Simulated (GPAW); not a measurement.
# A GW chain in GPAW: SiCCl2 (chair-type functionalised monolayer), part 2 of 2

How does a plane-wave GW calculation on SiCCl2 (chair-type functionalised monolayer) run from the first input to the gap?

GPAW 26.7.0; LDA and many-body steps on it, plane waves. Known limits of the many-body steps: not at the basis limit.

So far. Step 4 (Bands along the symmetry lines): The gap is 2.093 eV, as in the run before at this level. Step 5 (Empty states on the mesh, 9×9×1 mesh, 231 bands): On this mesh the gap is 2.093 eV.

### Step 6. Screening and self-energy, 9×9×1 mesh, 102 bands, screening to 48 eV

Now the one-shot GW correction: screening in the RPA, then the self-energy of the levels asked for.

This step: G0W0 on LDA, plane waves, PAW.

run.py

```python
import json
import numpy as np
from gpaw.mpi import world
from gpaw.response.g0w0 import G0W0

gw = G0W0('full.gpw',
    filename='gw',
    kpts=[0],
    bands=(9, 13),
    ecut=48,
    nbands=102,
    truncation='2D',
    integrate_gamma='sphere',
    q0_correction=True,
    frequencies={'type': 'nonlinear', 'domega0': 0.15, 'omega2': 15.0},
    eta=0.1,
    nblocksmax=True)
gw.calculate()
res = {mode: {k: v for k, v in r.items() if k != 'sigma_eskwn'}
       for mode, r in gw.all_results.items()}

if world.rank == 0:
    with open('result.json', 'w') as f:
        json.dump(res, f, default=lambda x: x.tolist())
```

Command:

```console
$ mpirun -n 4 gpaw python run.py
```

Numbers of over 12 decimals in the logs are rounded to 6 here.

What it wrote:

```text
Using integrator: PointIntegrator
NonLinearFrequencyDescriptor(from 0.000 to 60.475 eV, 152 points)
Nonperiodic BCs:  [False False  True]
Using integrator: PointIntegrator
NonLinearFrequencyDescriptor(from 0.000 to 60.475 eV, 152 points)
Nonperiodic BCs:  [False False  True]
Applying analytical 2D correction to W:
    Evaluating Gamma point contribution to W on a 21x21x1 grid
  ___  _ _ _
 |   || | | |
 | | || | | |
 |__ ||_____|
 |___|

BZ k-points: Symmetries present (total): 6

  [... matrices ...]
81 k-points: 9 x 9 x 1 Monkhorst-Pack grid
12 k-points in the irreducible part of the Brillouin zone
       k-points in crystal coordinates                weights
   0:     0.00000000    0.00000000    0.00000000          1/81
   1:     0.11111111    0.00000000    0.00000000          6/81
   2:     0.22222222   -0.11111111    0.00000000          6/81
   3:     0.22222222    0.00000000    0.00000000          6/81
   4:     0.33333333   -0.11111111    0.00000000         12/81
   5:     0.33333333    0.00000000    0.00000000          6/81
   6:     0.33333333    0.33333333    0.00000000          2/81
   7:     0.44444444   -0.22222222    0.00000000          6/81
   8:     0.44444444   -0.11111111    0.00000000         12/81
   9:     0.44444444    0.00000000    0.00000000          6/81
          ...
  11:     0.44444444    0.44444444    0.00000000          6/81

Distributing spins, k-points and bands (1 x 1 x 4) over 1 process
Number of blocks: 4

Quasi particle states:
k-points (IBZ indices): [0]
Band range: (9, 13)
  [... matrices ...]
Computational parameters:
Plane wave cut-off: 48 eV
Number of bands: 102
Coulomb cutoff: 2D
Broadening: 0.1 eV

fxc modes: GW
Kernel: RPA
Using full-frequency real axis integration
Summing all q:

Calculating screened Coulomb potential
2D Coulomb truncation
NonLinearFrequencyDescriptor(from 0.000 to 60.475 eV, 152 points)
Removing empty qpoint cache files...

Calculating chi0 body with:
    Ground state adapter containing:
    Number of spins: 1
    Number of kpoints: 81
    Number of irreducible kpoints: 12
    Number of completely occupied states: 11
    Number of partially occupied states: 11
    Occupied states memory: 6.04248046875 M / cpu

    Linear response parametrization:
    q_c: [0.0, 0.0, 0.0]
    Number of frequency points: 152
    Planewave cutoff: 48.0
    Number of bands: 102
    Number of planewaves: 95
    Broadening (eta): 0.1
    comm.size: 4
    kncomm.size: 1
    blockcomm.size: 4

    Memory estimate of potentially large arrays:
        chi0_wGG: 5.233002 M / cpu
Integrating chi0 body.

Symmetries of q_c:
    Direct symmetries (Uq -> q): 6
    Indirect symmetries (TUq -> q): 6
In total 12 allowed symmetries.

  [... matrices ...]
12 groups of equivalent kpoints. 85.185185% reduction.

Integral kind: spectral function
Integrating chi0 head and wings.

Symmetries of q_c:
    Direct symmetries (Uq -> q): 6
    Indirect symmetries (TUq -> q): 6
In total 12 allowed symmetries.

  [... matrices ...]
12 groups of equivalent kpoints. 85.185185% reduction.

Integral kind: spectral function wings

Calculating chi0 body with:
    Ground state adapter containing:
    Number of spins: 1
    Number of kpoints: 81
    Number of irreducible kpoints: 12
    Number of completely occupied states: 11
    Number of partially occupied states: 11
    Occupied states memory: 6.04248046875 M / cpu

[... the further q-points ...]

Results:
f:      Occupation numbers
eps:     KS-eigenvalues [eV]
vxc:     KS vxc [eV]
exx:     Exact exchange [eV]
sigma:   Self-energies [eV]
dsigma:  Self-energy derivatives
Z:       Renormalization factors
qp:      QP-energies [eV]

k-point 0 (0): (0.000, 0.000, 0.000)                GW
band       f     eps     vxc     exx   sigma  dsigma       Z      qp
                                                                   GW
   9   1.000  -0.511 -17.849 -21.091   2.372  -0.241   0.806  -1.212
  10   1.000  -0.511 -17.849 -21.091   2.372  -0.241   0.806  -1.212
  11   0.000   1.582 -13.530  -8.390  -2.978  -0.209   0.827   3.369
  12   0.000   2.728 -13.542  -8.309  -3.106  -0.216   0.822   4.477
```

Wall time 1.8 min (4 MPI ranks of Arm Neoverse V1, shared host); peak memory 2.1 GiB; 7.2 min of CPU time.

This step gave:

```
G0W0 gap on the points computed              : 4.582 eV
least direct G0W0 gap on the computed points : 4.582 eV
Z at the valence top                         : 0.8058
Z at the conduction bottom                   : 0.8271
starting gap on the mesh                     : 2.093 eV
k of the valence top                         : 0, 0, 0
k of the conduction bottom                   : 0, 0, 0
```

The gap on the mesh goes from 2.09 eV to 4.58 eV, a correction of +2.49 eV.

Limits: finite bands, cutoff and mesh. v1 is the top filled band, c1 the lowest empty one. The levels before and after the correction (eV, zero at the valence-band top of each column):

```csv
,conduction bottom,valence top
Kohn-Sham,2.09,0.00
G0W0,4.58,0.00
```

```csv
,level,energy (eV)
Kohn-Sham,Γ v2-v1,0.000
Kohn-Sham,Γ c1,2.093
Kohn-Sham,Γ c2,3.239
G0W0,Γ v2-v1,0.000
G0W0,Γ c1,4.582
G0W0,Γ c2,5.689
```

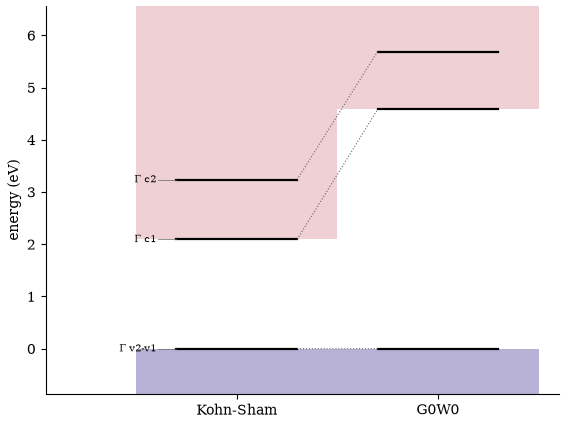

Levels before and after the correction. Shaded: valence and conduction bands.

### Step 7. Where the time went

Times are wall times on 4 MPI ranks of Arm Neoverse V1, shared host, good to a factor of about two.

```csv
step,time,share,memory (GiB)
relaxation,53 s,16 %,1.1
ground state,11 s,3 %,0.79
bands along the symmetry lines,15 s,5 %,0.88
empty states on the mesh,2.4 min,43 %,1.3
screening and self-energy,1.8 min,33 %,2.1
```

### Step 8. What came out

| Item | Value |
| --- | --- |
| LDA gap | 2.09 eV, direct |
| G0W0 gap on the mesh | 4.58 eV |
| GW settings | 9×9×1 mesh, 102 bands, screening to 48 eV, full frequency, Hilbert transform |
| known limits | not at the basis limit |

**Reading.** G0W0 moves the gap on the mesh from 2.09 eV to 4.58 eV (+2.49 eV), with Z of 0.81 and 0.83 at the edges. Only 1 of the mesh's irreducible points was corrected, so a valley elsewhere could overtake. Bands and cutoff are finite, so the gap is not at the basis limit. The miss can reach some tenths of an eV and take either sign; the mesh is an error of its own. These stock PAW sets were not made for GW. In the G0W0 run levels were corrected at 1 k point alone, so a gap called «on the mesh» is the least over those, and an edge elsewhere would be missed.

[Paths, hosts, dates, memory and timing lines, banners, echoed tables and standing remarks are left out of the program output.]

[Logs are printed without paths, hosts, clocks, repeated set-up lines and the standing remarks that a program may print on its own settings, such as how far it seeks lower states.]

[Runs of the session that timed out or met a known fault of the program may be left out.]

[Hosts, paths, dates, database ids (printed as entryN), source tags and the programs' standing remarks are cut or masked in the printed files.]
